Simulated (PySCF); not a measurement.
# Sb⁻: atomic calculation

System: Sb⁻, configuration 1s2 2s2 2p6 3s2 3p6 3d10 4s2 4p6 4d10 5s2 5p4, multiplicity 3.
Method: unrestricted B2PLYP, aug-cc-pVQZ-PP with ECP28, scalar-relativistic core potential (PySCF).

**Summary**

```tsv
quantity	value
outcome	converged; a filled orbital lies above zero
total energy (valence electrons, under a core potential)	−239.974158 hartree
mean-field energy	−239.942526 hartree
second-order correlation (valence shells only, unscaled; the total energy holds 0.27 of it)	−0.117155 hartree
⟨S²⟩	2.012
⟨L²⟩	2.04
SCF iterations	8
hardware	1 CPU thread, shared host
CPU time	2.8 s (integrals apart)
```

**Remarks**

The highest filled orbital (5p, 0.184 eV) lies above zero. That is common for anions, where the functional's self-interaction leaves the outer electrons unbound; only the finite basis holds them, so such levels depend on it.

**Input file**
```python
from pyscf import gto, scf, dft, mp, cc
mol = gto.M(atom="Sb 0 0 0", charge=-1, spin=2, symmetry="D2h",
            basis="aug-cc-pVQZ-PP",
            ecp="aug-cc-pVQZ-PP")
mf = dft.UKS(mol, xc="0.53*HF + 0.47*B88, 0.73*LYP")
mf.irrep_nelec = {'Ag': (4, 4), 'B1g': (1, 1), 'B2g': (1, 1), 'B3g': (1, 1), 'B1u': (2, 1), 'B2u': (2, 2), 'B3u': (2, 1)}
mf.kernel()
```

The script is an equivalent of what the driver set up; the driver started from orbitals of its own, so the log can be shorter than this script's would be, and it computed the properties (radii, ⟨L²⟩, response) afterwards. It held the occupations shell by shell, which the script's counts by irreducible representation don't always enforce. The second-order step of the double hybrid, with the core frozen, followed the SCF and isn't in the script.

**The program's output (extracts)**
```
damping factor = 0
level_shift factor = 0
DIIS = <class 'pyscf.scf.diis.CDIIS'>
diis_start_cycle = 1
diis_space = 10
diis_damp = 0
SCF conv_tol = 1e-09
SCF conv_tol_grad = None
number electrons alpha = 13  beta = 11
XC functionals = 0.53*HF + 0.47*B88, 0.73*LYP
    A. D. Becke.,  Phys. Rev. A 38, 3098 (1988)
    C. Lee, W. Yang, and R. G. Parr.,  Phys. Rev. B 37, 785 (1988)
    B. Miehlich, A. Savin, H. Stoll, and H. Preuss.,  Chem. Phys. Lett. 157, 200 (1989)
cycle= 1 E= -239.942028073576  delta_E= -0.00487  |g|= 0.0158  |ddm|= 0.377
cycle= 2 E= -239.942388253595  delta_E= -0.00036  |g|= 0.00539  |ddm|= 0.0572
cycle= 3 E= -239.942480866403  delta_E= -9.26e-05  |g|= 0.00384  |ddm|= 0.0356
cycle= 4 E= -239.942505669269  delta_E= -2.48e-05  |g|= 0.00162  |ddm|= 0.0141
cycle= 5 E= -239.942522734808  delta_E= -1.71e-05  |g|= 0.000585  |ddm|= 0.0177
cycle= 6 E= -239.942525999217  delta_E= -3.26e-06  |g|= 8.29e-05  |ddm|= 0.0112
cycle= 7 E= -239.942526038722  delta_E= -3.95e-08  |g|= 6.82e-06  |ddm|= 0.00133
cycle= 8 E= -239.942526038853  delta_E= -1.31e-10  |g|= 1.36e-06  |ddm|= 5.24e-05
converged SCF energy = -239.942526038853  <S^2> = 2.0120591  2S+1 = 3.0080287
```

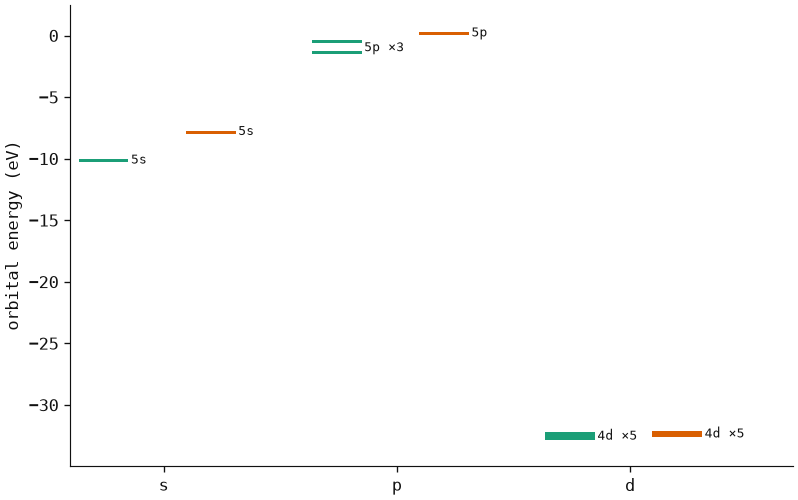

Figure 1. Orbital energies of the mean field, from the top down to −32.7 eV, by angular momentum, α spin at the left of each column and β at the right; ×n counts the orbitals under one label. The highest filled orbital is 5p β at 0.184 eV, the lowest empty one p β at 3.21 eV. A filled level above zero isn't a property of the atom (see the remarks).

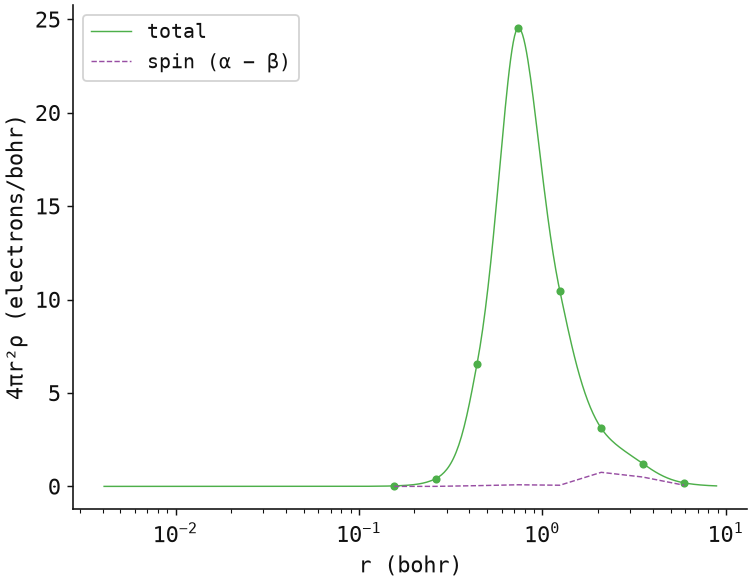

Figure 2. Spherically averaged radial density 4πr²ρ of the mean field (valence electrons alone, under a core potential) and its spin part; markers are the stored points, which are sparse, and the line is a monotone interpolation between them. The largest stored value is 24.5 electrons/bohr at r = 0.74 bohr. Root-mean-square radii of the shells: 4s 0.848, 4p 0.917, 4d 1.11, 5s 2.49, 5p 3.68 bohr. That of 5p is set by the basis, since the level lies above zero.
